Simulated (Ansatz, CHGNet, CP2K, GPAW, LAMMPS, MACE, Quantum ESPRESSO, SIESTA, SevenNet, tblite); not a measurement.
# Running glassy 74TiO2-26ZrO2 (mol %) (105 atoms) with Quantum ESPRESSO

How near does Quantum ESPRESSO come to plane waves for glassy 74TiO2-26ZrO2 (mol %) (105 atoms)?

Program: Quantum ESPRESSO 7.5. Level of theory: the method is named at each step. Results are calculated unless marked as measured.

### 1. The structure

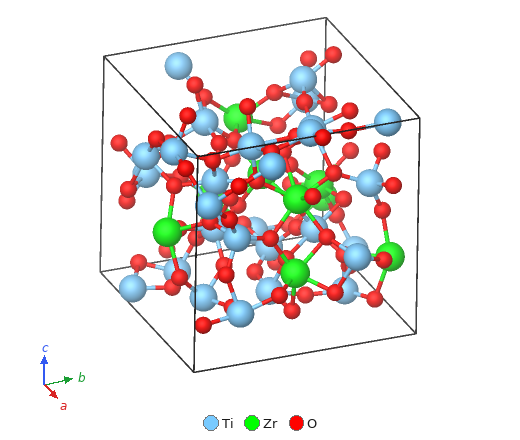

The starting structure, seen slightly off an axis (titanium blue, zirconium green, oxygen red). Bonds to atoms that aren't drawn are left out. Some periodic images of atoms are drawn too.

The cell holds 105 atoms: 26 Ti, 9 Zr and 70 O. Its edges and angles: a = 11.023 Å, b = 11.023 Å, c = 11.023 Å, α = 90.0°, β = 90.0°, γ = 90.0°. 105 atoms (26 Ti, 9 Zr, 70 O) placed at random at 3.98 g/cm³, melted at 4000 K for 10 ps at fixed volume with the Morse and Coulomb pair potential with partial charges (Pedone, Malavasi, Menziani, Cormack and Segre, J. Phys. Chem. B 110, 11780 (2006)). Quenched from 4000 K to 300 K at 50 K/ps and fixed volume, held 10 ps at zero pressure, then minimised at fixed cell.

The yardstick, on the same geometry:

| Item | Value |
| --- | --- |
| method | Kohn-Sham DFT, PBE, PAW, plane waves (Ansatz 0.2.0); cutoff 420 eV, Γ point, fermi-dirac smearing of 0.05 eV; PAW set soft_2 |
| r.m.s. force component | 0.5982 eV/Å |
| longest force | 2.524 eV/Å |
| pressure | 1.119 GPa |
| gap (highest filled to lowest empty level) | 2.452 eV |
| SCF cycles | 12 |
| time | 47 s on 4 threads of Arm Neoverse V1, shared host |
| CPU time | 3 min |

### 2. PBE, sssp-1.3.0-efficiency, 60/480 Ry

Method: Kohn-Sham DFT, PBE, SSSP efficiency 1.3.0 pseudopotentials, plane waves.

The input, pw.in:

```
&control
  calculation = 'scf'
  pseudo_dir = './pseudo'
  outdir = './tmp'
  disk_io = 'none'
  tprnfor = .true.
  tstress = .true.
/
&system
  ibrav = 0
  nat = 105
  ntyp = 3
  ecutwfc = 60
  ecutrho = 480
  nosym = .true.
  occupations = 'smearing'
  smearing = 'fd'
  degauss = 0.003675
/
&electrons
  conv_thr = 5.3e-07
  electron_maxstep = 100
  mixing_beta = 0.4
  mixing_mode = 'plain'
  diagonalization = 'david'
/
ATOMIC_SPECIES
Ti 47.867 Ti.upf
Zr 91.224 Zr.upf
O 15.999 O.upf
CELL_PARAMETERS angstrom
11.02260 0.00000 0.00000
0.00000 11.02260 0.00000
0.00000 0.00000 11.02260
ATOMIC_POSITIONS crystal
Ti 0.55463 0.72416 0.32784
Ti 0.34755 0.99842 0.08531
Ti 0.24083 0.24401 0.07078
Ti 0.98740 0.73515 0.39729
Ti 0.25917 0.78989 0.87049
Ti 0.67576 0.38135 0.82884
Ti 0.34306 0.04936 0.68785
Ti 0.83680 0.57843 0.93058
Ti 0.60319 0.20865 0.12438
Ti 0.25970 0.34853 0.75370
Ti 0.61731 0.05767 0.83484
Ti 0.92354 0.08705 0.72124
Ti 0.56695 0.70257 0.80092
Ti 0.05662 0.66847 0.09833
Ti 0.73127 0.89517 0.59209
Ti 0.15741 0.13233 0.50359
Ti 0.99775 0.33863 0.89309
Ti 0.40775 0.33662 0.33064
Ti 0.89405 0.90154 0.94765
Ti 0.31329 0.62632 0.14913
Ti 0.80181 0.27002 0.48219
Ti 0.08270 0.87823 0.68245
Ti 0.62224 0.83750 0.05390
Ti 0.54098 0.27967 0.62317
Ti 0.58446 0.51428 0.09201
Ti 0.91390 0.24251 0.18805
Zr 0.08007 0.96550 0.21481
Zr 0.72447 0.57420 0.57128
Zr 0.81480 0.52985 0.27818
Zr 0.08056 0.57608 0.64745
Zr 0.40158 0.55082 0.54125
Zr 0.30071 0.85163 0.39206
Zr 0.54327 0.06627 0.42534
Zr 0.13635 0.43491 0.33377
Zr 0.77859 0.97218 0.25946
O 0.06955 0.04520 0.62163
O 0.48591 0.88419 0.40576
O 0.02347 0.83811 0.08011
O 0.56314 0.63119 0.46196
O 0.32223 0.47794 0.37350
O 0.95065 0.65312 0.22984
O 0.85607 0.74145 0.92033
O 0.04334 0.77214 0.56050
O 0.16551 0.10182 0.10205
O 0.01484 0.91785 0.83033
O 0.81081 0.02831 0.85149
O 0.24407 0.32581 0.21306
O 0.66916 0.41072 0.66034
O 0.87474 0.94021 0.63950
O 0.77509 0.53546 0.08528
O 0.75895 0.27184 0.14095
O 0.63852 0.22364 0.77444
O 0.84007 0.40172 0.87518
O 0.25310 0.48610 0.64179
O 0.14681 0.29145 0.45930
O 0.47436 0.37579 0.49587
[... 45 atom lines left out ...]
O 0.85880 0.19885 0.35084
O 0.62652 0.56877 0.25181
O 0.22374 0.69508 0.02564
O 0.48654 0.91459 0.09144
K_POINTS gamma
```

Launch:

```
$ OMP_NUM_THREADS=1 mpirun -np 2 pw.x -in pw.in > output.txt
```

Output:

```text
Program PWSCF
     gamma-point specific algorithms are used
     Parallelization info
     sticks:   dense  smooth     PW     G-vecs:    dense   smooth      PW
     Min        8290    4143   1038               802766   283853   35506
     Max        8291    4150   1039               802767   283854   35509
     Sum       16581    8293   2077              1605533   567707   71015
     bravais-lattice index     =            0
     lattice parameter (alat)  =      20.8297  a.u.
     unit-cell volume          =    9037.5090 (a.u.)^3
     number of atoms/cell      =          105
     number of atomic types    =            3
     number of electrons       =       840.00
     number of Kohn-Sham states=          504
     kinetic-energy cutoff     =      60.0000  Ry
     charge density cutoff     =     480.0000  Ry
     scf convergence threshold =      5.3E-07
     mixing beta               =       0.4000
     number of iterations used =            8  plain     mixing
     Exchange-correlation= SLA  PW   PBX  PBC
                           (   1   4   3   4   0   0   0)
     crystal axes: (cart. coord. in units of alat)
               a(1) = (   1.000000   0.000000   0.000000 )
               a(2) = (   0.000000   1.000000   0.000000 )
               a(3) = (   0.000000   0.000000   1.000000 )
     reciprocal axes: (cart. coord. in units 2 pi/alat)
               b(1) = (  1.000000  0.000000  0.000000 )
               b(2) = (  0.000000  1.000000  0.000000 )
               b(3) = (  0.000000  0.000000  1.000000 )
     PseudoPot. # 1 for Ti:
     Pseudo is Ultrasoft + core correction, Zval = 12.0
     PseudoPot. # 2 for Zr:
     Pseudo is Ultrasoft + core correction, Zval = 12.0
     PseudoPot. # 3 for O :
     Pseudo is Projector augmented-wave + core cor, Zval =  6.0
     atomic species   valence    mass     pseudopotential
     Ti               12.00    47.86700     Ti( 1.00)
     Zr               12.00    91.22400     Zr( 1.00)
     O                 6.00    15.99900     O ( 1.00)
     No symmetry found
   Cartesian axes
     number of k points=     1  Fermi-Dirac smearing, width (Ry)=  0.0037
                       cart. coord. in units 2pi/alat
        k(    1) = (   0.0000000   0.0000000   0.0000000), wk =   2.0000000
     Dense  grid:   802767 G-vectors     FFT dimensions: ( 150, 150, 150)
     Smooth grid:   283854 G-vectors     FFT dimensions: ( 108, 108, 108)
     Check: negative core charge=   -0.000005
     Initial potential from superposition of free atoms
     starting charge     813.9794, renormalised to     840.0000
     negative rho (up, down):  6.048E-01 0.000E+00
     Starting wfcs are  657 randomized atomic wfcs
     Self-consistent Calculation
     iteration #  1     ecut=    60.00 Ry     beta= 0.40
     negative rho (up, down):  5.965E-01 0.000E+00
     total energy              =   -6791.79759206 Ry
     estimated scf accuracy    <     230.61256463 Ry
     iteration #  2     ecut=    60.00 Ry     beta= 0.40
     negative rho (up, down):  5.856E-01 0.000E+00
     total energy              =   -6585.03828890 Ry
     estimated scf accuracy    <    5687.74897886 Ry
     iteration #  3     ecut=    60.00 Ry     beta= 0.40
     negative rho (up, down):  5.823E-01 0.000E+00
     total energy              =   -6905.22885066 Ry
     estimated scf accuracy    <     342.39803999 Ry
     iteration #  4     ecut=    60.00 Ry     beta= 0.40
     negative rho (up, down):  5.860E-01 0.000E+00
     total energy              =   -6925.97085879 Ry
     estimated scf accuracy    <      38.80204548 Ry
     iteration #  5     ecut=    60.00 Ry     beta= 0.40
     negative rho (up, down):  5.888E-01 0.000E+00
     total energy              =   -6926.26342933 Ry
     estimated scf accuracy    <      19.23010679 Ry
     iteration #  6     ecut=    60.00 Ry     beta= 0.40
[...]
total energy              =   -6922.30536995 Ry
     estimated scf accuracy    <      15.27628361 Ry
[...]
c_bands:  2 eigenvalues not converged
[...]
c_bands:  1 eigenvalues not converged
[...]
total energy              =   -6922.61223732 Ry
[...]
iteration # 20     ecut=    60.00 Ry     beta= 0.40
[...]
total energy              =   -6922.61224473 Ry
     estimated scf accuracy    <       0.00000673 Ry
     iteration # 21     ecut=    60.00 Ry     beta= 0.40
[...]
total energy              =   -6922.61224573 Ry
     estimated scf accuracy    <       0.00000166 Ry
     iteration # 22     ecut=    60.00 Ry     beta= 0.40
     negative rho (up, down):  6.217E-01 0.000E+00
     End of self-consistent calculation
          k = 0.0000 0.0000 0.0000 ( 35508 PWs)   bands (ev):
   -49.8096 -49.8018 -49.7697 -49.6889 -49.6641 -49.6331 -49.6233 -49.6197
   -49.6173 -49.6143 -49.5671 -49.5347 -49.4808 -49.4805 -49.4551 -49.3459
   -49.2675 -49.2249 -49.2228 -49.2100 -48.9874 -48.9659 -48.8151 -48.7677
   -48.6790 -48.3348 -41.3188 -41.2561 -41.2250 -41.1053 -40.9695 -40.8371
   -40.8181 -40.6018 -40.5462 -26.2523 -26.1404 -26.1269 -26.1103 -26.0931
   -26.0795 -26.0508 -26.0409 -26.0290 -26.0265 -26.0141 -26.0045 -25.9928
[...]
11.0444  11.0640  11.0765  11.0979  11.1109  11.1470  11.1907  11.2046
    11.2248  11.2621  11.2867  11.2956  11.3223  11.3379  11.3773  11.3878
    11.4116  11.4487  11.4624  11.5346  11.5774  11.5793  11.6045  11.6123
     the Fermi energy is     8.1500 ev
!    total energy              =   -6922.61224590 Ry
     estimated scf accuracy    <       0.00000039 Ry
     smearing contrib. (-TS)   =      -0.00000000 Ry
     internal energy E=F+TS    =   -6922.61224590 Ry
     The total energy is F=E-TS. E is the sum of the following terms:
     one-electron contribution =   -2859.41981424 Ry
     hartree contribution      =    1800.51957743 Ry
     xc contribution           =   -1149.96635576 Ry
     ewald contribution        =   -4047.63160391 Ry
     one-center paw contrib.   =    -666.11404941 Ry
     convergence has been achieved in  22 iterations
     negative rho (up, down):  6.217E-01 0.000E+00
     Forces acting on atoms (cartesian axes, Ry/au):
     atom    1 type  1   force =    -0.03707286   -0.00084452   -0.01184513
     atom    2 type  1   force =    -0.02835497    0.00774729    0.02406395
     atom    3 type  1   force =    -0.00684772   -0.05674137    0.03679821
     atom    4 type  1   force =     0.00746362   -0.00033562   -0.00032245
     atom    5 type  1   force =     0.02365590   -0.02476916   -0.00930432
     atom    6 type  1   force =     0.03521967    0.00788122   -0.00034634
[...]
atom  103 type  3   force =     0.01150298   -0.01439376    0.00929618
     atom  104 type  3   force =     0.00149617    0.01445971   -0.02251404
     atom  105 type  3   force =     0.00922560    0.00787436    0.01006713
     Total force =     0.412099     Total SCF correction =     0.001791
     Computing stress (Cartesian axis) and pressure
     negative rho (up, down):  6.217E-01 0.000E+00
          total   stress  (Ry/bohr**3)                   (kbar)     P=        6.20
   0.00013527   0.00003653  -0.00006309           19.90        5.37       -9.28
   0.00003653  -0.00003769   0.00005432            5.37       -5.54        7.99
  -0.00006309   0.00005432   0.00002883           -9.28        7.99        4.24
     Message from routine punch:
     Nothing written, as per user request (disk_io='none')
```

Run time: 21 min. Hardware: 2 MPI ranks of Arm Neoverse V1, shared host; peak memory 4.4 GiB.

Banners, paths, timers and routine set-up lines are dropped from the logs unmarked, and long logs keep their key lines alone; longer cuts are marked.

Against the reference:

```yaml
r_m_s_force_component: 0.597 eV/Å
r_m_s_difference_of_force_components: 5.93 meV/Å
longest_difference_of_force_vectors: 26.96 meV/Å
force_difference_over_r_m_s_force: 0.9912 %
slope_of_forces_against_the_reference_s: 0.9978
correlation_of_force_components: 1
spacing_of_highest_filled_and_lowest_empty_level: 2.446 eV
gap_difference: -0.0061 eV
pressure: 0.62 GPa
pressure_difference: -0.4988 GPa
```

Length of the force difference by element (eV/Å):

```
element  atoms    mean   most
      O     70  0.0096  0.027
     Ti     26  0.0085  0.020
     Zr      9  0.0073  0.017
```

Levels nearest the highest filled one (eV from it): -0.43, -0.40, -0.34, -0.30, -0.28, -0.24, -0.23, -0.18, -0.16, -0.06, -0.04, 0.00, 2.45, 2.55, 2.57, 2.63, 2.68, 2.71, 2.73, 2.74, 2.76, 2.80, 2.82, 2.89.

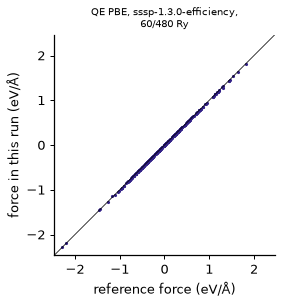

Force components against those of the reference; the line marks equality.

A closer look about Zr31, one of the 9 Zr atoms: 9 atoms, nearest first, numbered in the order of the input, with positions taken from that point.

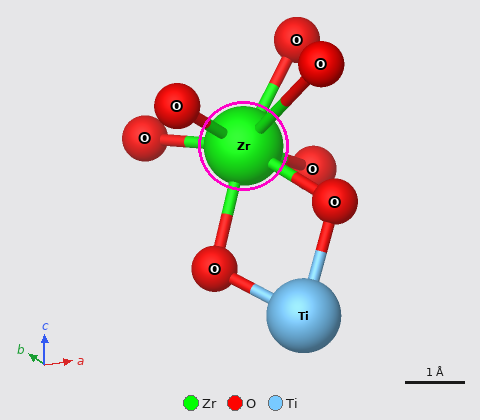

The atoms of the table, within 3.3 Å (arrows a, b, c point along x, y, z); some may hide others; the central atom is ringed.

```csv
atom,x,y,z,distance (Å),bonds,Fx,Fy,Fz (eV/Å)
Zr31,0.00,0.00,0.00,0.00,6,-1.11,1.22,0.33
O91,-0.98,1.79,-0.30,2.06,2,0.37,-0.50,-0.58
O60,1.20,0.51,1.60,2.07,3,0.06,0.02,-0.45
O54,-1.64,-0.71,1.11,2.10,3,0.05,0.06,0.04
O56,0.80,-1.93,-0.50,2.15,3,0.30,-0.06,-0.19
O39,1.78,0.89,-0.87,2.17,3,0.54,-0.13,0.45
O40,-0.87,-0.80,-1.85,2.20,3,-0.77,0.86,0.03
O59,0.28,-2.29,2.12,3.13,2,-0.08,0.25,0.21
Ti18,0.07,-2.36,-2.32,3.31,5,0.30,-0.92,-0.31
```

Forces lie 0.99 % from the reference's, at 14 times its CPU time (on 2 against 4 cores).

### 3. Summary of results

* force difference from the reference: QE PBE, sssp-1.3.0-efficiency, 60/480 Ry, 0.99 %
* its CPU time: 42 min

PBE on plane waves or a grid with other potentials, cutoffs or grids differs from the reference by 0.99 % (QE PBE, sssp-1.3.0-efficiency, 60/480 Ry) of the r.m.s. force; this holds the reference's own error, so differences of a few per cent don't tell which side is nearer the exact PBE result (QE's 60 Ry are 816 eV, against the reference's 420 eV). PBE gaps agree with the reference's 2.45 eV within 0.007 eV. The quench rate of 50 K/ps is many orders above laboratory rates, so the cell is likely richer in defects and strain than a real sample. The network of bonds at the start is that of the classical potential that made the cell, and needn't be the one that DFT or experiment would give. The electronic-structure runs sample only Γ, in a cell whose shortest periodic width is 11 Å.

[Also dropped from logs without a mark: logging warnings of Python, and SIESTA's first energy breakdown and zero terms.]

[Logs are printed without paths, hosts, clocks, repeated set-up lines and the standing remarks that a program may print on its own settings, such as how far it seeks lower states.]

[Hosts, paths, dates, database ids (printed as entryN), source tags and the programs' standing remarks are cut or masked in the printed files.]
